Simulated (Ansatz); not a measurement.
**CH2FNOSn (SMILES O=C=[N][SnH2][F]): wB97X/def2-SVP (core potential)**

Aim: the energy change on altering one bond length of CH2FNOSn at wB97X/def2-SVP (core potential), from 2 runs. 

Program for the calculation: Ansatz 0.2.0.

143 further runs of the same task are left out: 2 that didn't finish, 141 set aside as unsound or not needed.

### 1 The system as given

The species is CH2FNOSn (7 atoms), meant as a singlet with charge 0. As SMILES, `O=C=[N][SnH2][F]`. The shape is that of a PBE0-D4/def2-TZVP optimisation. This is one conformer, not always the lowest.

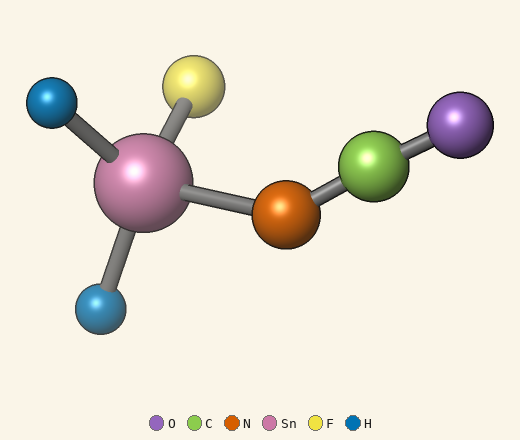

Viewed from a chosen angle; oxygen purple, carbon green, nitrogen orange, tin pink, fluorine yellow, hydrogen blue.

### 2 The energy at wB97X/def2-SVP (core potential)

Input file in.yaml:

```yaml
basis:
  gaussian:
    orbitals: def2-SVP
crystal:
  periodic: [false, false, false]
  atoms:
    - {symbol: O, position_ang: [-0.221700, -2.869300, -0.931600]}
    - {symbol: C, position_ang: [-0.121500, -1.906800, -0.283800]}
    - {symbol: N, position_ang: [-0.020900, -0.958200, 0.449400]}
    - {symbol: Sn, position_ang: [0.157400, 1.031600, 0.318500]}
    - {symbol: F, position_ang: [-0.877100, 1.510000, -1.220100]}
    - {symbol: H, position_ang: [-0.618600, 1.696100, 1.665200]}
    - {symbol: H, position_ang: [1.763800, 1.428500, -0.043200]}
total_charge: 0
hamiltonian:
  xc: {name: wB97X}
accuracy: high
output:
  orbitals: {seedname: orbitals}
```

Launch:

```bash
ansatz run in.yaml --threads 1 --pin off --max-ram 3480MiB --events-out events.jsonl --progress --plain --runs-dir runs
```

What it wrote:

```text
Warning: RAYON_NUM_THREADS=1 ignored (pool sized by the plan → 1); use --threads N
Functional definition: wB97X
  name "wB97X"
  parameter omega = 0.3/bohr
  parameter cx = 0.157706
  parameter cx1 = 0.726479
  parameter cx2 = 1.04760
  parameter cx3 = -5.70635
  parameter cx4 = 13.2794
  parameter css1 = -4.33879
  parameter css2 = 18.2308
  parameter css3 = -31.7430
  parameter css4 = 17.2901
  parameter cos1 = 2.37031
  parameter cos2 = -11.3995
  parameter cos3 = 6.58405
  parameter cos4 = -3.78132
  exchange = spin_sum(e_x_unif_sr(omega)*poly(b97_u_x, 1 - cx, cx1, cx2, cx3, cx4)) + cx*exact_x_sr(omega)
      + exact_x_lr(omega)
  correlation = spin_sum(e_c_pw_same_spin*poly(b97_u_same, 1, css1, css2, css3, css4))
      + integral(e_c_pw_opposite_spin*poly(b97_u_opposite, 1, cos1, cos2, cos3, cos4))
2102 factors; integrals over basis functions are off by at most 3.3e-9 eV
370 factors; integrals over basis functions are off by at most 2.2e-9 eV
mean field evaluation 1: about -13143.3003 eV, gradient 5.6e1 eV
mean field evaluation 2: about -13142.5405 eV, gradient 6.4e1 eV
mean field evaluation 4: about -13149.0058 eV, gradient 2.6e0 eV
mean field evaluation 8: about -13149.1292 eV, gradient 3.9e-1 eV
mean field evaluation 16: about -13149.1295 eV, gradient 1.0e-4 eV
mean field -13149.12950697 eV, -483.2215965811 hartree, gradient 5.0e-8 eV, S^2 0.000000; 0 other end points of the search recorded, 0 dependent functions left out
reference -13149.12950381 eV, -483.2215964650 hartree; 27, 27 occupied and 65, 65 virtual orbitals, 2102 factors
Total energy: -13149.12950381 eV, -483.2215964650 hartree
```

It took 33 s on 1 thread of Arm Neoverse V2, shared host; peak memory 0.57 GiB.

### 3 The distorted shape, same level

Input file molecule.yaml:

```yaml
crystal:
  periodic: [false, false, false]
  atoms:
    - {symbol: O, position_ang: [-0.066518, -2.941063, -0.700799]}
    - {symbol: C, position_ang: [0.033682, -1.978563, -0.052999]}
    - {symbol: "N", position_ang: [0.134282, -1.029963, 0.680201]}
    - {symbol: Sn, position_ang: [0.312582, 0.959837, 0.549301]}
    - {symbol: F, position_ang: [-0.877100, 1.510000, -1.220100]}
    - {symbol: H, position_ang: [-0.463418, 1.624337, 1.896001]}
    - {symbol: H, position_ang: [1.918982, 1.356737, 0.187601]}
basis:
  gaussian:
    orbitals: def2-SVP
output:
  orbitals: {seedname: orbitals}
accuracy: high
hamiltonian:
  xc: {name: wB97X}
```

Launch:

```bash
ansatz run molecule.yaml --threads 1 --pin off --max-ram 3480MiB --events-out events.jsonl --progress --plain --runs-dir runs
```

What it wrote (excerpt; [...] marks lines left out):

```text
Warning: RAYON_NUM_THREADS=1 ignored (pool sized by the plan → 1); use --threads N
Functional definition: wB97X
  name "wB97X"
[...]
      + exact_x_lr(omega)
[...]
      + integral(e_c_pw_opposite_spin*poly(b97_u_opposite, 1, cos1, cos2, cos3, cos4))
2092 factors; integrals over basis functions are off by at most 3.3e-9 eV
375 factors; integrals over basis functions are off by at most 2.6e-9 eV
[...]
mean field -13148.52669544 eV, -483.1994436659 hartree, gradient 1.8e-8 eV, S^2 0.000000; 0 other end points of the search recorded, 0 dependent functions left out
reference -13148.52669227 eV, -483.1994435494 hartree; 27, 27 occupied and 65, 65 virtual orbitals, 2092 factors
Total energy: -13148.52669227 eV, -483.1994435494 hartree
```

Run time: 30 s. Hardware: 1 thread of Arm Neoverse V2, shared host; peak memory 0.57 GiB.

### 4 Summary of results

Level: wB97X/def2-SVP (core potential).

```
                                                          quantity          value
                                         first shape: total energy  -483.22160 Eh
                                          first shape: HOMO energy      -10.84 eV
                                          first shape: LUMO energy        1.41 eV
                                        first shape: HOMO–LUMO gap       12.25 eV
                                     distorted shape: total energy  -483.19944 Eh
                                      distorted shape: HOMO energy      -11.04 eV
                                      distorted shape: LUMO energy        0.29 eV
                                    distorted shape: HOMO–LUMO gap       11.33 eV
energy change with the Sn4–F5 bond stretched from 1.915 to 2.202 Å       0.603 eV
```

With the Sn4–F5 bond stretched from 1.915 to 2.202 Å the energy rises by 0.60 eV (13.9 kcal/mol). The first shape isn't relaxed at this level, so the change isn't measured from a minimum.
